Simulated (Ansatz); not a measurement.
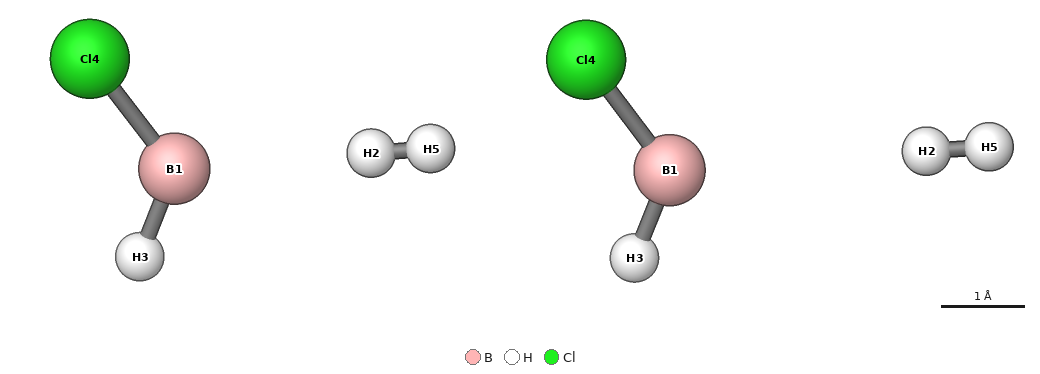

Two geometries of BH3Cl (multiplicity 2), drawn at one scale. One is the start of a relaxation, the other its converged end. The picture is a ball-and-stick view, seen at a tilt.

Method: UKS PBE0-D4/def2-SVP (Ansatz). Set-up: collinear spin; force threshold 0.03 eV/Å; at most 50 steps.

### Which geometry has the lower energy?

The right one is the relaxed one. The run prepares an end point of a later path (reaction) calculation, from a guessed geometry. After 5 accepted moves (6 points after the start) the energy has fallen by 1.86 kcal/mol. The largest force component goes from 1.9 to 0.0044 eV/Å. The line search rejected the trial step at point 3 of the run. The atom that moves furthest after the best rigid fit is H5 (0.47 Å). By element the largest moves are H 0.47 Å, B 0.30 Å, Cl 0.29 Å. Some distances before and after: H2–H5 0.722 → 0.762 Å. The run took 5.3 s on 1 thread of Intel(R) Xeon(R) 6975P-C (Granite Rapids) (shared host), peak memory 0.13 GiB.

Limits of the set-up: the start holds two separate molecules, 2.4 Å apart at their closest, whose relative position is a soft coordinate.
